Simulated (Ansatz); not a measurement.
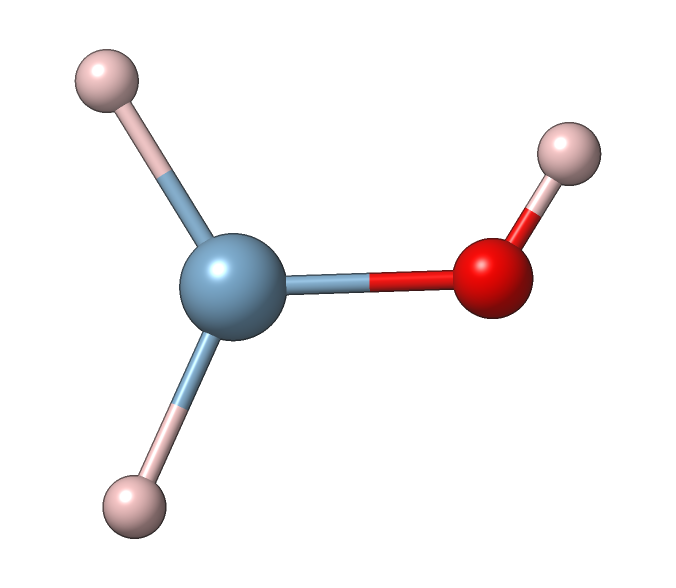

Ball-and-stick drawing of a structure. Every bond is drawn as one stick, whatever its order. Colours: aluminium light blue, oxygen red, hydrogen pink.

The computed structure is the end point of a PBE0-D4/def2-TZVP optimisation.

Question: Give the formula.

Answer: AlH₃O, 5 atoms: 1 aluminium, 3 hydrogen and 1 oxygen.

Question: How many atoms are distinct by symmetry?

Answer: 5: 1 Al, 1 O, 1 H, 1 H, 1 H.

More results for the same structure follow; atom numbers are the same in all pictures, views and colours differ.

Shape

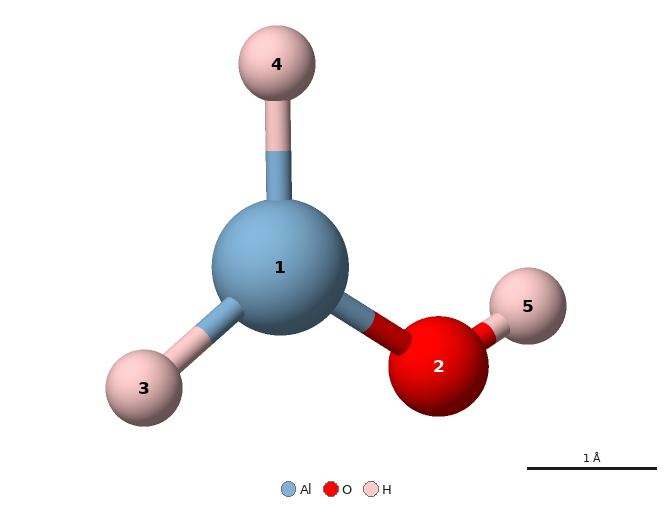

The atoms are numbered.

Estimate the angles O2–Al1–H3, O2–Al1–H4, H3–Al1–H4, Al1–O2–H5.

| angle | degrees |
| --- | --- |
| O2–Al1–H3 | 115.9 |
| O2–Al1–H4 | 119.6 |
| H3–Al1–H4 | 124.4 |
| Al1–O2–H5 | 123.3 |

Electronic properties

Level of theory: RKS PBE0-D4/def2-TZVPP (Ansatz 0.2.0).

Predict the main results.

- HOMO energy (Kohn–Sham orbital): −8.37 eV
- LUMO energy (Kohn–Sham orbital): −0.96 eV
- HOMO–LUMO gap: 7.41 eV

Dipole moment

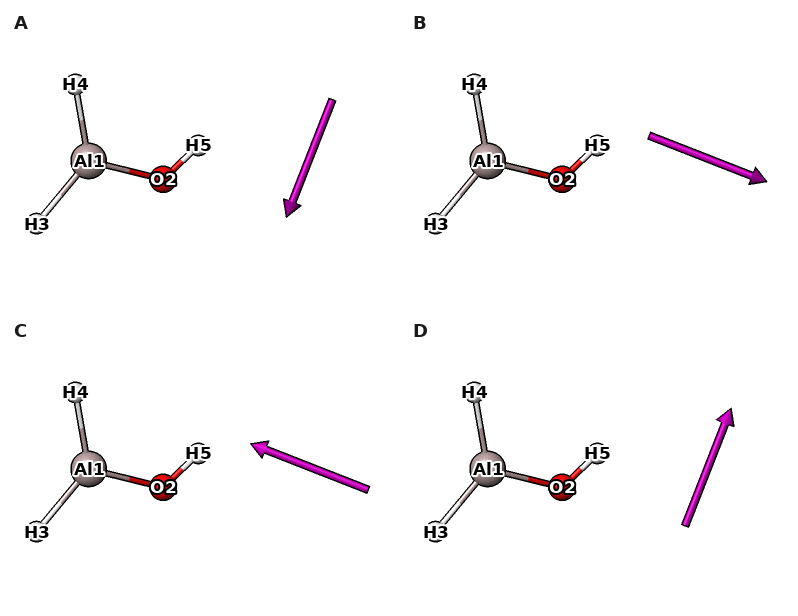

The same molecule four times, each with an arrow. Level of theory: RKS PBE0-D4/def2-TZVP (Ansatz 0.2.0).

Question: Which arrow points along the dipole moment, from the negative to the positive end?

Answer: D. The dipole moment is 1.27 D; it points from the side of H3 to the side of H4 (the outermost atoms at the two ends).

Charges

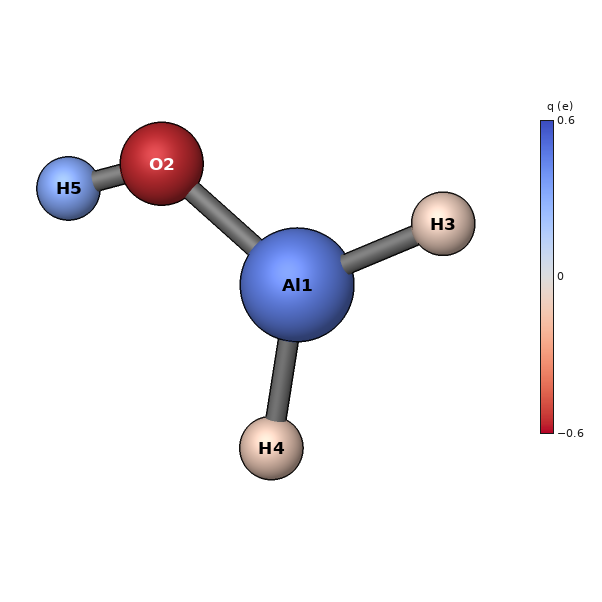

Atoms are coloured by their Mulliken charges. Method: RKS PBE0-D4/def2-TZVP (Ansatz 0.2.0).

Question: Which atom carries the highest charge (most positive or least negative)?

Answer: Al1 (0.45 e).

Question: And the lowest?

Answer: O2 (−0.55 e).

Give the Mulliken charges atom by atom.

```json
{"atom": "Al1", "value (e)": "0.45"}
{"atom": "O2", "value (e)": "−0.55"}
{"atom": "H3", "value (e)": "−0.10"}
{"atom": "H4", "value (e)": "−0.11"}
{"atom": "H5", "value (e)": "0.32"}
```

Mulliken values depend strongly on the basis set and can even reverse the polarity of a bond.
